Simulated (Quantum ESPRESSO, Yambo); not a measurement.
# BN (P6_3/mmc): G0W0 in Yambo against the screening cutoff, part 2 of 2

How does the gap of BN (P6_3/mmc) converge in the screening cutoff?

Yambo 5.3.0; PBE and many-body steps on it, plane waves. Known limits of the many-body steps: not at the basis limit; coarse k mesh.

So far. Step 2 (3.25 Ha): The gap on the mesh goes from 4.31 eV to 5.55 eV, a correction of +1.24 eV. Step 3 (5.25 Ha): Against the run before, the gap moves by +0.109 eV.

### Step 4. 10.5 Ha

Level of this step: G0W0 on PBE, plane waves, norm-conserving pseudopotentials (Yambo).

The input, gw9.in:

```
HF_and_locXC
gw0
dyson
ppa
em1d
rim_cut
RandQpts= 1000000
RandGvec= 1 RL
EXXRLvcs= 72 Ry
VXCRLvcs= 288 Ry
Chimod= "HARTREE"
% BndsRnXp
 1 | 115 |
%
NGsBlkXp= 21 Ry
% LongDrXp
 1 | 1 | 1 |
%
% GbndRnge
 1 | 115 |
%
DysSolver= "n"
ExtendOut
PPAPntXp= 27.21138 eV
% QPkrange
 14 | 14 | 7 | 10 |
 7 | 7 | 7 | 10 |
 1 | 1 | 7 | 10 |
%
```

On the command line:

```
OMP_NUM_THREADS=1 mpirun -n 4 yambo -F gw9.in -J gw9 -C gw9 > gw9.log
```

The program printed:

```text
 Yambo, version 5.3.0

 [02] CORE Variables Setup
 =========================

  [... cell, symmetries and grids as in the set-up ...]

  [02.05] Energies & Occupations
  ==============================

  [X] === General ===
  [X] Electronic Temperature                        :  0.000000  0.000000 [eV K]
  [X] Bosonic    Temperature                        :  0.000000  0.000000 [eV K]
  [X] Finite Temperature mode                       : no
  [X] El. density                                   :  0.44236E+24 [cm-3]
[...]
QP @ state[ 2 ] b range                          :   7  10
   QP @ state[ 3 ] K range                          :  14  14
   QP @ state[ 3 ] b range                          :   7  10
   GF energies kind                                 : Perdew, Burke & Ernzerhof(X)+Perdew, Burke & Ernzerhof(C)
   GF WF`s kind                                     : Perdew, Burke & Ernzerhof(X)+Perdew, Burke & Ernzerhof(C)
   Xs energies kind                                 : Perdew, Burke & Ernzerhof(X)+Perdew, Burke & Ernzerhof(C)
   Xs WF`s kind                                     : Perdew, Burke & Ernzerhof(X)+Perdew, Burke & Ernzerhof(C)

 [11] Game Over & Game summary
```

It took 4.1 min on 4 MPI ranks of Arm Neoverse V1, shared host; peak memory 1.5 GiB.

Numbers from this step:

```
G0W0 gap on the points computed              : 5.687 eV
starting gap on the mesh                     : 4.314 eV
k of the valence top                         : 0.3333, 0.3333, -0.5
k of the conduction bottom                   : 0, -0.5, 0
least direct G0W0 gap on the computed points : 6.165 eV
```

Against the run before, the gap moves by +0.027 eV.

### Step 5. 13 Ha

gw10.in, as its differences from gw9.in of step 4:

```diff
@@ -14,3 +14,3 @@
 %
-NGsBlkXp= 21 Ry
+NGsBlkXp= 26 Ry
 % LongDrXp
```

On the command line:

```
OMP_NUM_THREADS=1 mpirun -n 4 yambo -F gw10.in -J gw10 -C gw10 > gw10.log
```

The program printed:

```text
 Yambo, version 5.3.0

 [02] CORE Variables Setup
 =========================

  [... cell, symmetries and grids as in the set-up ...]

  [02.05] Energies & Occupations
  ==============================

  [X] === General ===
  [X] Electronic Temperature                        :  0.000000  0.000000 [eV K]
  [X] Bosonic    Temperature                        :  0.000000  0.000000 [eV K]
  [X] Finite Temperature mode                       : no
  [X] El. density                                   :  0.44236E+24 [cm-3]
[...]
QP @ state[ 2 ] b range                          :   7  10
   QP @ state[ 3 ] K range                          :  14  14
   QP @ state[ 3 ] b range                          :   7  10
   GF energies kind                                 : Perdew, Burke & Ernzerhof(X)+Perdew, Burke & Ernzerhof(C)
   GF WF`s kind                                     : Perdew, Burke & Ernzerhof(X)+Perdew, Burke & Ernzerhof(C)
   Xs energies kind                                 : Perdew, Burke & Ernzerhof(X)+Perdew, Burke & Ernzerhof(C)
   Xs WF`s kind                                     : Perdew, Burke & Ernzerhof(X)+Perdew, Burke & Ernzerhof(C)

 [11] Game Over & Game summary
```

Run time: 7.5 min. Hardware: 4 MPI ranks; peak memory 1.5 GiB.

This step gave:

```yaml
g0w0_gap_on_the_points_computed: 5.690 eV
starting_gap_on_the_mesh: 4.314 eV
k_of_the_valence_top: 0.3333, 0.3333, -0.5
k_of_the_conduction_bottom: 0, -0.5, 0
least_direct_g0w0_gap_on_the_computed_points: 6.167 eV
```

Against the run before, the gap moves by +0.003 eV.

### Step 6. 16.25 Ha

gw11.in, as its differences from gw10.in of step 5:

```diff
@@ -14,3 +14,3 @@
 %
-NGsBlkXp= 26 Ry
+NGsBlkXp= 32.5 Ry
 % LongDrXp
```

On the command line:

```
OMP_NUM_THREADS=1 mpirun -n 4 yambo -F gw11.in -J gw11 -C gw11 > gw11.log
```

The program printed:

```text
 Yambo, version 5.3.0

 [02] CORE Variables Setup
 =========================

  [... cell, symmetries and grids as in the set-up ...]

  [02.05] Energies & Occupations
  ==============================

  [X] === General ===
  [X] Electronic Temperature                        :  0.000000  0.000000 [eV K]
  [X] Bosonic    Temperature                        :  0.000000  0.000000 [eV K]
  [X] Finite Temperature mode                       : no
  [X] El. density                                   :  0.44236E+24 [cm-3]
[...]
QP @ state[ 2 ] b range                          :   7  10
   QP @ state[ 3 ] K range                          :  14  14
   QP @ state[ 3 ] b range                          :   7  10
   GF energies kind                                 : Perdew, Burke & Ernzerhof(X)+Perdew, Burke & Ernzerhof(C)
   GF WF`s kind                                     : Perdew, Burke & Ernzerhof(X)+Perdew, Burke & Ernzerhof(C)
   Xs energies kind                                 : Perdew, Burke & Ernzerhof(X)+Perdew, Burke & Ernzerhof(C)
   Xs WF`s kind                                     : Perdew, Burke & Ernzerhof(X)+Perdew, Burke & Ernzerhof(C)

 [11] Game Over & Game summary
```

Wall time 14 min (4 MPI ranks); peak memory 1.6 GiB; 54 min of CPU time.

Numbers from this step:

* G0W0 gap on the points computed: 5.691 eV
* starting gap on the mesh: 4.314 eV
* k of the valence top: 0.3333, 0.3333, -0.5
* k of the conduction bottom: 0, -0.5, 0
* least direct G0W0 gap on the computed points: 6.168 eV

Against the run before, the gap moves by +0.001 eV.

### Step 7. Side by side

Times are wall times on 4 MPI ranks of Arm Neoverse V1, shared host. The host was busy with other work, so they are no guide to cost.

```
     run   mesh  bands  screening cutoff (eV)  DFT gap (eV)  gap on the mesh (eV)  direct (eV)     time
 3.25 Ha  6×6×2    115                   88.4         4.314                 5.551        6.055     40 s
 5.25 Ha  6×6×2    115                  142.9         4.314                 5.661        6.141     66 s
 10.5 Ha  6×6×2    115                  285.7         4.314                 5.687        6.165  4.1 min
   13 Ha  6×6×2    115                  353.7         4.314                 5.690        6.167  7.5 min
16.25 Ha  6×6×2    115                  442.2         4.314                 5.691        6.168   14 min
```

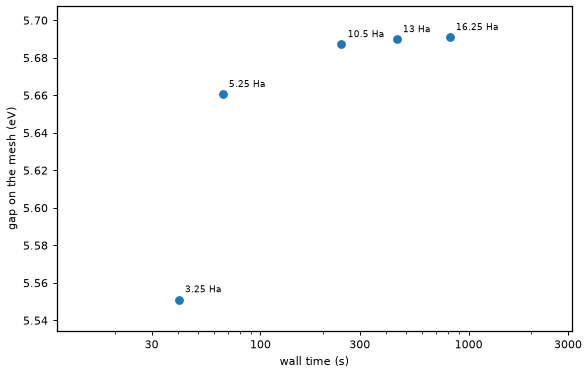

Result against wall time.

### Step 8. Outcome

```yaml
3p25_ha: 5.551 eV
5p25_ha: 5.661 eV
10p5_ha: 5.687 eV
13_ha: 5.690 eV
16p25_ha: 5.691 eV
known_limits: not at the basis limit; coarse k mesh
```

**Reading.** The setting moved: screening cutoff. From 3.25 Ha to 16.25 Ha the gap moves by +0.14 eV, for 20 times the time. It holds to 0.03 eV from 10.5 Ha on. Bands and screening cutoff are coupled, so a series along one setting does not show full convergence. Bands and cutoff are finite, so the gap is not at the basis limit. The miss can reach some tenths of an eV and take either sign; the mesh is an error of its own. In the G0W0 runs levels were corrected at 3 k points alone, so a gap called «on the mesh» is the least over those, and an edge elsewhere would be missed. The 6×6×2 mesh is coarse for this cell, which bears on the long-range parts of exchange and screening.

[Paths, hosts, dates, memory and timing lines, banners, echoed tables and standing remarks are left out of the program output.]

[Logs are printed without paths, hosts, clocks, repeated set-up lines and the standing remarks that a program may print on its own settings, such as how far it seeks lower states.]

[Runs of the session that timed out or met a known fault of the program may be left out.]

[Hosts, paths, dates, database ids (printed as entryN), source tags and the programs' standing remarks are cut or masked in the printed files.]
